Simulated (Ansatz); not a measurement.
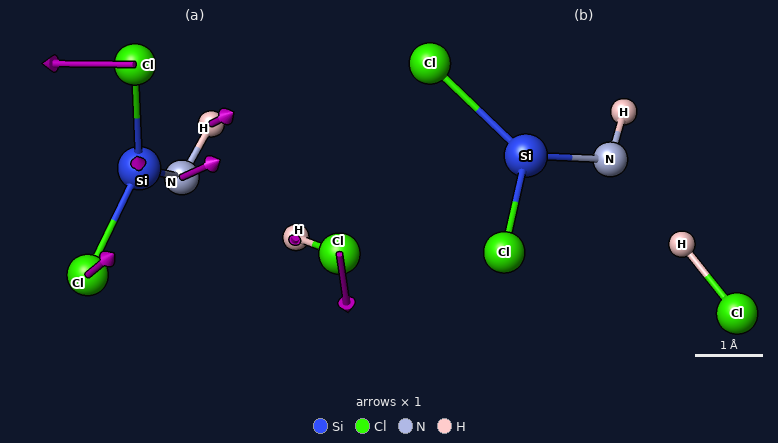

The structure of SiNH₂Cl₃ (started from a transition state, displaced along its imaginary mode) before (left) and after (right) a relaxation, at one scale. The purple arrows give the displacements, at their true length.

The picture is a ball-and-stick view, seen from a free direction.

Method: RKS PBE0-D4/def2-TZVP (Ansatz 0.2.0). Set-up: force threshold 0.005 eV/Å; at most 200 steps.

Summarise the run.

The atom that moves furthest after the best rigid fit is a Cl atom (1.70 Å). Largest moves by element: Cl 1.70 Å, N 0.97 Å, H 0.63 Å, Si 0.31 Å. Some distances before and after: Cl–H 1.161 → 1.341 Å, N–Si 1.562 → 1.585 Å, H–N 1.027 → 1.010 Å, Cl–Si 2.005 → 1.991 Å. After 23 accepted moves (27 points after the start) the energy has fallen by 51.8 kJ/mol. The largest force component goes from 4.3 to 0.0021 eV/Å. The line search rejected the trial steps at points 5, 15, 16, 26 of the run. The forces were under the threshold at step 21, but the run went on from there. The run took 100 s on 4 threads of Arm Neoverse V2, with other jobs on the host.
